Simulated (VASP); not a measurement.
Band structure of IrO2 (relaxed from the beta-tridymite structure, space group P6_3/mmc). Level of theory: PBEsol GGA, VASP's PBE PAW potentials (set 64) (plane waves; VASP).

Unless said otherwise, spin-orbit coupling is left out, though it shifts the bands of the heavy elements here.

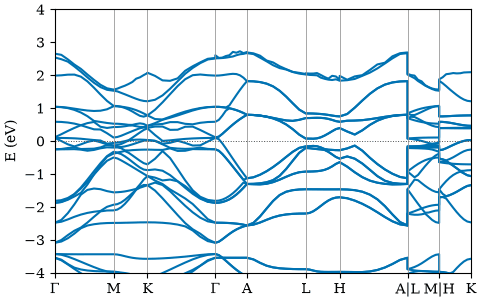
Figure. Bands along high-symmetry lines, zero at the valence-band maximum or, without a gap, the Fermi level

Question: Read the plot: is there a gap, and where are the band edges?

Answer: It has no gap at this level: it comes out as a metal or semimetal. (Edges off the drawn lines would not show.)

The structure was generated: IrO2 was put into the beta-tridymite type (P6_3/mmc), which need not be its known phase. It was relaxed first, which changed the volume by +11 %.
